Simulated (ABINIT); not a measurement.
# CdF2 (Fm-3m): G0W0 with ABINIT, start to end, part 2 of 3

How does a plane-wave GW calculation on CdF2 (Fm-3m) run from the first input to the gap?

ABINIT 10.8.3; PBE and many-body steps on it, plane waves. Known limits of the many-body steps: not at the basis limit; d shell near the gap, gap tends to lie low; no spin-orbit coupling; coarse k mesh.

So far. Step 2 (Ground state): The gap is indirect, with the least direct gap 0.48 eV higher.

## 3. Bands along the symmetry lines

Level of this step: DFT, PBE, plane waves, norm-conserving pseudopotentials (ABINIT).

The cheap functional maps the bands first; the places of the edges decide which points the dearer methods must see.

The input, run.abi:

```
acell 3*1.0 Angstrom
rprim 
  0.000000000000 2.694000000000 2.694000000000
  2.694000000000 -0.000000000000 2.694000000000
  2.694000000000 2.694000000000 -0.000000000000
ntypat 2
znucl 48 9
natom 3
typat 1 2 2
xred 
  0.000000000000 0.000000000000 0.000000000000
  0.250000000000 0.250000000000 0.250000000000
  0.750000000000 0.750000000000 0.750000000000
pp_dirpath "pseudos"
pseudos "Cd.upf, F.upf"
ecut 47
iscf -2
irdden 1
kptopt 0
nkpt 50
kpt 
  0.00000000 0.00000000 0.00000000
  0.06250000 0.00000000 0.06250000
  0.12500000 0.00000000 0.12500000
  0.18750000 0.00000000 0.18750000
  0.25000000 0.00000000 0.25000000
  0.31250000 0.00000000 0.31250000
  0.37500000 0.00000000 0.37500000
  0.43750000 0.00000000 0.43750000
  0.50000000 0.00000000 0.50000000
  0.51562500 0.03125000 0.51562500
  0.53125000 0.06250000 0.53125000
  0.54687500 0.09375000 0.54687500
  0.56250000 0.12500000 0.56250000
  0.57812500 0.15625000 0.57812500
  0.59375000 0.18750000 0.59375000
  0.60937500 0.21875000 0.60937500
  0.62500000 0.25000000 0.62500000
  0.37500000 0.37500000 0.75000000
  0.32812500 0.32812500 0.65625000
  0.28125000 0.28125000 0.56250000
  0.23437500 0.23437500 0.46875000
  0.18750000 0.18750000 0.37500000
  0.14062500 0.14062500 0.28125000
  0.09375000 0.09375000 0.18750000
  0.04687500 0.04687500 0.09375000
  0.00000000 0.00000000 0.00000000
  0.06250000 0.06250000 0.06250000
  0.12500000 0.12500000 0.12500000
  0.18750000 0.18750000 0.18750000
  0.25000000 0.25000000 0.25000000
  0.31250000 0.31250000 0.31250000
  0.37500000 0.37500000 0.37500000
  0.43750000 0.43750000 0.43750000
  0.50000000 0.50000000 0.50000000
  0.50000000 0.46875000 0.53125000
  0.50000000 0.43750000 0.56250000
  0.50000000 0.40625000 0.59375000
  0.50000000 0.37500000 0.62500000
  0.50000000 0.34375000 0.65625000
  0.50000000 0.31250000 0.68750000
  0.50000000 0.28125000 0.71875000
  0.50000000 0.25000000 0.75000000
  0.50000000 0.21875000 0.71875000
  0.50000000 0.18750000 0.68750000
  0.50000000 0.15625000 0.65625000
  0.50000000 0.12500000 0.62500000
  0.50000000 0.09375000 0.59375000
  0.50000000 0.06250000 0.56250000
  0.50000000 0.03125000 0.53125000
  0.50000000 0.00000000 0.50000000
istwfk *1
nband 24
nbdbuf 2
tolwfr 1e-08
nstep 40
prtwf 0
prtvol 0
indata_prefix "in"
outdata_prefix "out"
tmpdata_prefix "tmp"
```

Launch:

```
OMP_NUM_THREADS=1 mpirun -n 8 abinit run.abi > log
```

Numbers of over 12 decimals in the logs are rounded to 6 here.

The program printed:

```text
.Version 10.8.3 of ABINIT. v10.8.2 released Aug 2026.

 Symmetries : space group Fm -3 m (#225); Bravais cF (face-center cubic)
[... echo of the input left out ...]
== DATASET  1 ==================================================================
-   mpi_nproc: 8, omp_nthreads: 1 (-1 if OMP is not activated)

--- !DatasetInfo
iteration_state: {dtset: 1, }
dimensions: {natom: 3, nkpt: 50, mband: 24, nsppol: 1, nspinor: 1, nspden: 1, mpw: 4092, }
cutoff_energies: {ecut:  47.0, pawecutdg:  -1.0, }
electrons: {nelect:   3.40000000E+01, charge:   0.00000000E+00, occopt:   1.00000000E+00, tsmear:   1.00000000E-02, }

 Real(R)+Recip(G) space primitive vectors, cartesian coordinates (Bohr,Bohr^-1):
 R(1)=  0.0000000  5.0909222  5.0909222  G(1)= -0.0982140  0.0982140  0.0982140
 R(2)=  5.0909222  0.0000000  5.0909222  G(2)=  0.0982140 -0.0982140  0.0982140
 R(3)=  5.0909222  5.0909222  0.0000000  G(3)=  0.0982140  0.0982140 -0.0982140
 Unit cell volume ucvol=  2.6388784E+02 bohr^3
 Angles (23,13,12)=  6.00000000E+01  6.00000000E+01  6.00000000E+01 degrees

 getcut: wavevector=  0.0000  0.0000  0.0000  ngfft=  48  48  48
         ecut(hartree)=     47.000   => boxcut(ratio)=   2.16031

--- Pseudopotential description ------------------------------------------------
- Cd Generated using ONCVPSP code by D. R. Hamann
- 48.00000  20.00000  171031                  znucl, zion, pspdat
12 -101130 2 -1 1368                          pspcod,pspxc,lmax,lloc,mmax
     nproj     2     2     2
  pspatm : epsatm=   23.16453630
         --- l  ekb(1:nproj) -->
             0   51.917189    3.534234
             1    8.636196    1.282240
             2    0.687672   -0.678465
 pspatm: atomic psp has been read  and splines computed

- F Generated using ONCVPSP code by D. R. Hamann
-  9.00000   7.00000  171031                  znucl, zion, pspdat
12 -101130 2 -1 832                           pspcod,pspxc,lmax,lloc,mmax
     nproj     2     2     1
  pspatm : epsatm=    4.87625608
         --- l  ekb(1:nproj) -->
[...]
2   -2.441503
 pspatm: atomic psp has been read  and splines computed

--------------------------------------------------------------------------------

================================================================================
 prteigrs : about to open file out_EIG
 Non-SCF case, kpt    1 (  0.00000  0.00000  0.00000), residuals and eigenvalues=
  3.62E-09  1.81E-09  3.35E-09  6.19E-09  2.01E-09  4.78E-09  2.07E-09  4.45E-09
  6.24E-09  5.89E-09  2.06E-09  4.32E-09  7.03E-09  6.90E-09  7.38E-09  5.66E-09
  4.69E-09  5.51E-09  1.30E-09  3.34E-09  6.62E-09  4.59E-09  1.26E-06  2.56E-06
 -3.5024E+00 -2.0727E+00 -2.0727E+00 -2.0727E+00 -6.4666E-01 -6.0621E-01
 -9.0304E-02 -9.0304E-02 -9.0304E-02 -4.6198E-02 -4.6198E-02  7.9483E-02
  7.9483E-02  7.9483E-02  9.7004E-02  9.7004E-02  9.7004E-02  2.3002E-01
[...]
Non-SCF case, kpt    2 (  0.06250  0.00000  0.06250), residuals and eigenvalues=
[...]
Non-SCF case, kpt    3 (  0.12500  0.00000  0.12500), residuals and eigenvalues=
[...]
Non-SCF case, kpt   49 (  0.50000  0.03125  0.53125), residuals and eigenvalues=
[...]
Non-SCF case, kpt   50 (  0.50000  0.00000  0.50000), residuals and eigenvalues=
[...]
7.1731E-03  7.1731E-03  9.6579E-02  1.1195E-01  1.1195E-01  4.1054E-01
  4.7198E-01  5.5489E-01  6.4064E-01  6.4064E-01  8.3174E-01  8.9012E-01

--- !ResultsGS
iteration_state: {dtset: 1, }
comment   : Summary of ground state results
lattice_vectors:
- [  0.0000000,   5.0909222,   5.0909222, ]
- [  5.0909222,  -0.0000000,   5.0909222, ]
- [  5.0909222,   5.0909222,  -0.0000000, ]
lattice_lengths: [   7.19965,    7.19965,    7.19965, ]
lattice_angles: [ 60.000,  60.000,  60.000, ] # degrees, (23, 13, 12)
lattice_volume:   2.6388784E+02
convergence: {deltae:  0.000E+00, res2:  0.000E+00, residm:  9.995E-09, diffor:  0.000E+00, }
etotal    :  -2.24713089E+02
entropy   :   0.00000000E+00
fermie    :   1.14494563E-01
cartesian_stress_tensor: null
pressure_GPa: null
xred      :
- [  0.0000E+00,   0.0000E+00,   0.0000E+00, Cd]
- [  2.5000E-01,   2.5000E-01,   2.5000E-01,  F]
- [  7.5000E-01,   7.5000E-01,   7.5000E-01,  F]
cartesian_forces: null
force_length_stats: {min: null, max: null, mean: null, }

 Integrated electronic density in atomic spheres:
 ------------------------------------------------
 Atom  Sphere_radius  Integrated_density
[...]
================================================================================

 ----iterations are completed or convergence reached----

 Mean square residual over all n,k,spin=   43.580E-10; max=  99.950E-10
 reduced coordinates (array xred) for    3 atoms
[...]
0.250000000000      0.250000000000      0.250000000000
       0.750000000000      0.750000000000      0.750000000000

 cartesian coordinates (angstrom) at end:
    1      0.000000     0.000000     0.000000
    2      1.347000     1.347000     1.347000
    3      4.041000     4.041000     4.041000
 length scales=  1.889726125908  1.889726125908  1.889726125908 bohr
              =  1.000000000000  1.000000000000  1.000000000000 angstroms
 prteigrs : about to open file out_EIG
 Eigenvalues (hartree) for nkpt=  50  k points:
 kpt#   1, nband= 24, wtk=  1.00000, kpt=  0.0000  0.0000  0.0000 (reduced coord)
[...]
kpt#   2, nband= 24, wtk=  1.00000, kpt=  0.0625  0.0000  0.0625 (reduced coord)
[...]
kpt#   3, nband= 24, wtk=  1.00000, kpt=  0.1250  0.0000  0.1250 (reduced coord)
[...]
kpt#  49, nband= 24, wtk=  1.00000, kpt=  0.5000  0.0313  0.5313 (reduced coord)
[...]
kpt#  50, nband= 24, wtk=  1.00000, kpt=  0.5000  0.0000  0.5000 (reduced coord)
[...]
-0.05535   -0.04199   -0.03565    0.00218    0.00717    0.00717    0.09658    0.11195
   0.11195    0.41054    0.47198    0.55489    0.64064    0.64064    0.83174    0.89012

== END DATASET(S) ==============================================================
================================================================================

 -outvars: echo values of variables after computation  --------
            nband          24
             nkpt          50
          spgroup         225
 [... the other variables as echoed above ...]

 Calculation completed.
```

It took 14 s on 8 MPI ranks of Arm Neoverse V1, shared host; peak memory 0.58 GiB.

Numbers from this step:

```yaml
gap: 3.124 eV
k_of_the_valence_top: 0.5, 0.25, 0.75
k_of_the_conduction_bottom: 0, 0, 0
least_direct_gap: 3.620 eV
```

The gap is 3.124 eV, −0.020 eV from the run before at this level.

The electronic bands at the labelled points (eV, zero at the top of the highest filled band):

```tsv
point	band 14	band 15	band 16	band 17	band 18	band 19	band 20	band 21
Γ	-0.97	-0.50	-0.50	-0.50	3.12	12.74	12.74	12.74
X	-2.94	-0.51	-0.09	-0.09	8.04	9.71	11.96	14.30
U	-2.30	-0.95	-0.35	-0.20	7.99	10.79	11.16	14.50
jump to K	-2.30	-0.95	-0.35	-0.20	7.99	10.79	11.16	14.50
Γ	-0.97	-0.50	-0.50	-0.50	3.12	12.74	12.74	12.74
L	-1.83	-1.83	-0.39	-0.39	7.20	9.18	14.53	14.53
W	-1.52	-1.52	-0.60	0.00	8.10	11.53	11.72	11.72
X	-2.94	-0.51	-0.09	-0.09	8.04	9.71	11.96	14.30
```

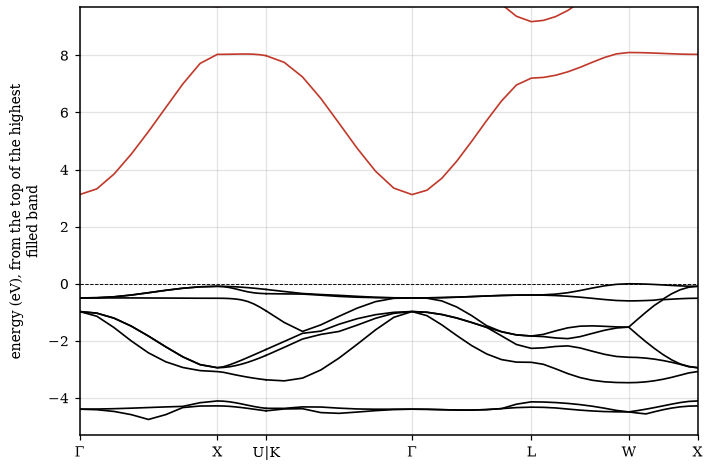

Electronic bands along the path; lines of filled and empty bands in two colours.

## 4. Empty states on the mesh, 4×4×4 mesh, 50 bands

The sums over transitions need many empty states on a uniform mesh; this step solves for them.

The input, run.abi:

```
acell 3*1.0 Angstrom
rprim 
  0.000000000000 2.694000000000 2.694000000000
  2.694000000000 -0.000000000000 2.694000000000
  2.694000000000 2.694000000000 -0.000000000000
ntypat 2
znucl 48 9
natom 3
typat 1 2 2
xred 
  0.000000000000 0.000000000000 0.000000000000
  0.250000000000 0.250000000000 0.250000000000
  0.750000000000 0.750000000000 0.750000000000
pp_dirpath "pseudos"
pseudos "Cd.upf, F.upf"
ecut 47
ngkpt 4 4 4
nshiftk 1
shiftk 0 0 0
kptopt 1
chksymbreak 0
iscf -2
irdden 1
istwfk *1
nband 50
nbdbuf 4
tolwfr 1e-09
nstep 60
prtvol 0
indata_prefix "in"
outdata_prefix "out"
tmpdata_prefix "tmp"
```

The program printed:

```text
.Version 10.8.3 of ABINIT. v10.8.2 released Aug 2026.

 Symmetries : space group Fm -3 m (#225); Bravais cF (face-center cubic)
[... echo of the input left out ...]
== DATASET  1 ==================================================================
-   mpi_nproc: 8, omp_nthreads: 1 (-1 if OMP is not activated)

--- !DatasetInfo
iteration_state: {dtset: 1, }
dimensions: {natom: 3, nkpt: 8, mband: 50, nsppol: 1, nspinor: 1, nspden: 1, mpw: 4092, }
cutoff_energies: {ecut:  47.0, pawecutdg:  -1.0, }
electrons: {nelect:   3.40000000E+01, charge:   0.00000000E+00, occopt:   1.00000000E+00, tsmear:   1.00000000E-02, }

 Real(R)+Recip(G) space primitive vectors, cartesian coordinates (Bohr,Bohr^-1):
 R(1)=  0.0000000  5.0909222  5.0909222  G(1)= -0.0982140  0.0982140  0.0982140
 R(2)=  5.0909222  0.0000000  5.0909222  G(2)=  0.0982140 -0.0982140  0.0982140
 R(3)=  5.0909222  5.0909222  0.0000000  G(3)=  0.0982140  0.0982140 -0.0982140
 Unit cell volume ucvol=  2.6388784E+02 bohr^3
 Angles (23,13,12)=  6.00000000E+01  6.00000000E+01  6.00000000E+01 degrees

 getcut: wavevector=  0.0000  0.0000  0.0000  ngfft=  48  48  48
         ecut(hartree)=     47.000   => boxcut(ratio)=   2.16031

--- Pseudopotential description ------------------------------------------------
- Cd Generated using ONCVPSP code by D. R. Hamann
- 48.00000  20.00000  171031                  znucl, zion, pspdat
12 -101130 2 -1 1368                          pspcod,pspxc,lmax,lloc,mmax
     nproj     2     2     2
  pspatm : epsatm=   23.16453630
         --- l  ekb(1:nproj) -->
             0   51.917189    3.534234
             1    8.636196    1.282240
             2    0.687672   -0.678465
 pspatm: atomic psp has been read  and splines computed

- F Generated using ONCVPSP code by D. R. Hamann
-  9.00000   7.00000  171031                  znucl, zion, pspdat
12 -101130 2 -1 832                           pspcod,pspxc,lmax,lloc,mmax
     nproj     2     2     1
  pspatm : epsatm=    4.87625608
         --- l  ekb(1:nproj) -->
[...]
2   -2.441503
 pspatm: atomic psp has been read  and splines computed

--------------------------------------------------------------------------------

================================================================================
 prteigrs : about to open file out_EIG
 Non-SCF case, kpt    1 (  0.00000  0.00000  0.00000), residuals and eigenvalues=
  2.26E-10  5.30E-10  8.80E-10  8.89E-10  7.92E-10  6.34E-10  1.84E-10  1.54E-10
  8.56E-10  2.03E-10  2.39E-10  2.20E-10  1.45E-10  5.38E-10  2.08E-10  1.59E-10
  7.06E-10  6.54E-10  7.78E-11  2.16E-10  2.40E-10  7.73E-10  2.51E-10  2.92E-10
[...]
3.03E-05  4.72E-05
 -3.5024E+00 -2.0727E+00 -2.0727E+00 -2.0727E+00 -6.4666E-01 -6.0621E-01
 -9.0304E-02 -9.0304E-02 -9.0304E-02 -4.6198E-02 -4.6198E-02  7.9483E-02
  7.9483E-02  7.9483E-02  9.7004E-02  9.7004E-02  9.7004E-02  2.3002E-01
[...]
1.4981E+00  1.4981E+00  1.5520E+00  1.5520E+00  1.7228E+00  1.7228E+00
  1.7228E+00  1.8531E+00  1.8531E+00  1.9818E+00  1.9818E+00  1.9818E+00
  2.0088E+00  2.0109E+00
 prteigrs : prtvol=0 or 1, do not print more k-points.

--- !ResultsGS
iteration_state: {dtset: 1, }
comment   : Summary of ground state results
lattice_vectors:
- [  0.0000000,   5.0909222,   5.0909222, ]
- [  5.0909222,  -0.0000000,   5.0909222, ]
- [  5.0909222,   5.0909222,  -0.0000000, ]
lattice_lengths: [   7.19965,    7.19965,    7.19965, ]
lattice_angles: [ 60.000,  60.000,  60.000, ] # degrees, (23, 13, 12)
lattice_volume:   2.6388784E+02
convergence: {deltae:  0.000E+00, res2:  0.000E+00, residm:  9.748E-10, diffor:  0.000E+00, }
etotal    :  -2.24713089E+02
entropy   :   0.00000000E+00
fermie    :   1.14494563E-01
cartesian_stress_tensor: null
pressure_GPa: null
xred      :
- [  0.0000E+00,   0.0000E+00,   0.0000E+00, Cd]
- [  2.5000E-01,   2.5000E-01,   2.5000E-01,  F]
- [  7.5000E-01,   7.5000E-01,   7.5000E-01,  F]
cartesian_forces: null
force_length_stats: {min: null, max: null, mean: null, }

 Integrated electronic density in atomic spheres:
 ------------------------------------------------
 Atom  Sphere_radius  Integrated_density
[...]
================================================================================

 ----iterations are completed or convergence reached----

 Mean square residual over all n,k,spin=   44.191E-11; max=  97.479E-11
 reduced coordinates (array xred) for    3 atoms
[...]
0.250000000000      0.250000000000      0.250000000000
       0.750000000000      0.750000000000      0.750000000000

 cartesian coordinates (angstrom) at end:
    1      0.000000     0.000000     0.000000
    2      1.347000     1.347000     1.347000
    3      4.041000     4.041000     4.041000
 length scales=  1.889726125908  1.889726125908  1.889726125908 bohr
              =  1.000000000000  1.000000000000  1.000000000000 angstroms
 prteigrs : about to open file out_EIG
 Eigenvalues (hartree) for nkpt=   8  k points:
 kpt#   1, nband= 50, wtk=  0.01563, kpt=  0.0000  0.0000  0.0000 (reduced coord)
[...]
1.38204    1.38204    1.42533    1.49812    1.49812    1.49812    1.55198    1.55198
   1.72280    1.72280    1.72280    1.85308    1.85308    1.98185    1.98185    1.98185
   2.00883    2.01089
 prteigrs : prtvol=0 or 1, do not print more k-points.

== END DATASET(S) ==============================================================
================================================================================

 -outvars: echo values of variables after computation  --------
            nband          50
             nkpt           8
          spgroup         225
 [... the other variables as echoed above ...]

 Calculation completed.
```

It took 8.4 s on 8 MPI ranks; peak memory 0.54 GiB; 66 s of CPU time.

This step gave:

* gap: 3.124 eV
* k of the valence top: -0.25, 0.5, 0.25
* k of the conduction bottom: 0, 0, 0
* least direct gap: 3.620 eV
* k points computed: 8
* lowest point of the top converged band, above the valence top: 45.67 eV

On this mesh the gap is 3.124 eV.

## 5. Screening, 4×4×4 mesh, 46 bands, screening to 108.8 eV

The RPA dielectric matrix is built and inverted for each q.

This step: RPA screening on PBE, plane waves, norm-conserving pseudopotentials.

run.abi: that of step 4 with these lines changed.

```diff
@@ -21,10 +21,11 @@
 chksymbreak 0
-iscf -2
-irdden 1
 istwfk *1
-nband 50
-nbdbuf 4
-tolwfr 1e-09
-nstep 60
-prtvol 0
+occopt 1
+irdwfk 1
+optdriver 3
+nband 46
+ecuteps 4
+inclvkb 2
+awtr 1
+symchi 1
 indata_prefix "in"
```

The program printed:

```text
.Version 10.8.3 of ABINIT. v10.8.2 released Aug 2026.

 Symmetries : space group Fm -3 m (#225); Bravais cF (face-center cubic)
[... echo of the input left out ...]
== DATASET  1 ==================================================================
-   mpi_nproc: 8, omp_nthreads: 1 (-1 if OMP is not activated)

--- !DatasetInfo
iteration_state: {dtset: 1, }
dimensions: {natom: 3, nkpt: 8, mband: 46, nsppol: 1, nspinor: 1, nspden: 1, mpw: 4092, }
cutoff_energies: {ecut:  47.0, pawecutdg:  -1.0, }
electrons: {nelect:   3.40000000E+01, charge:   0.00000000E+00, occopt:   1.00000000E+00, tsmear:   1.00000000E-02, }

 SCREENING: Calculation of the susceptibility and dielectric matrices

 Based on a program developped by R.W. Godby, V. Olevano, G. Onida, and L. Reining.
 Incorporated in ABINIT by V. Olevano, G.-M. Rignanese, and M. Torrent.
.Using double precision arithmetic ; gwpc =  8

[... cell and pseudopotentials left out ...]
--------------------------------------------------------------------------------

 ==== K-mesh for the wavefunctions ====
 Number of points in the irreducible wedge :     8
[... list of points left out ...]
 Together with 48 symmetry operations and time-reversal symmetry
 yields    64 points in the full Brillouin Zone.

 ==== Q-mesh for the screening function ====
 Number of points in the irreducible wedge :     8
[... list of points left out ...]
 Together with 48 symmetry operations and time-reversal symmetry
 yields    64 points in the full Brillouin Zone.

 setmesh: FFT mesh size selected  =    30x   30x   30
          total number of points  =        27000

 vcoul_init : cutoff-mode = AUXILIARY_FUNCTION
 q-points for optical limit:   1
     1)      0.000010    0.000020    0.000030

- screening: taking advantage of time-reversal symmetry
- Maximum band index for partially occupied states nbvw = 17
- Remaining bands to be divided among processors   nbcw = 29
- Number of bands treated by each node ~3

 Number of electrons calculated from density =   34.0000; Expected =   34.0000
 average of density, n =  0.128843
 r_s =    1.2282
 omega_plasma =   34.6246 [eV]

 calculating chi0 at frequencies [eV] :
  1    0.000000E+00    0.000000E+00
  2    0.000000E+00    3.462465E+01

--------------------------------------------------------------------------------
  q-point number  1        q = ( 0.000000, 0.000000, 0.000000) [r.l.u.]
--------------------------------------------------------------------------------
[... chi0 elements left out ...]
 For q-point:  0.000010 0.000020 0.000030
  dielectric constant =   2.7385
  dielectric constant without local fields =   2.8345

  Average fulfillment of the sum rule on Im[epsilon] for q-point    1 :     27.04  [%]
[... wings left out ...]
  q-point number  2        q = ( 0.250000, 0.000000, 0.000000) [r.l.u.]
--------------------------------------------------------------------------------
[... chi0 elements left out ...]
  Average fulfillment of the sum rule on Im[epsilon] for q-point    2 :     44.09  [%]

 [... 6 further q-points ...]
```

Elapsed: 8.2 s, on 8 MPI ranks; peak memory 1.4 GiB; 65 s of CPU time.

This step gave:

- ε∞ with local fields, on this mesh, along the program's q direction: 2.739
- the same without local fields: 2.834
- plasma frequency: 34.62 eV
- plane waves in the screening matrix: 113

Local fields lower ε∞ by 3 %. On a Γ-centred mesh this coarse the value itself is usually too large, while a short band sum pulls it down.

(Continued in part 3 of 3.)

[Paths, hosts, dates, memory and timing lines, banners, echoed tables and standing remarks are left out of the program output.]

[Logs are printed without paths, hosts, clocks, repeated set-up lines and the standing remarks that a program may print on its own settings, such as how far it seeks lower states.]

[Runs of the session that timed out or met a known fault of the program may be left out.]

[No measured gap is set beside runs whose start may be inverted or whose files or cutoffs have a known fault.]

[Hosts, paths, dates, database ids (printed as entryN), source tags and the programs' standing remarks are cut or masked in the printed files.]

[G0W0 gaps are taken among the corrected bands and points alone; a level outside them can change the order at an edge.]

[Where Ansatz stands beside ABINIT at settings called matched, ABINIT's density can come from a denser mesh and the files from another edition; pairs whose starting gaps differed by over 0.03 eV were left out, so agreement reads better than it is.]
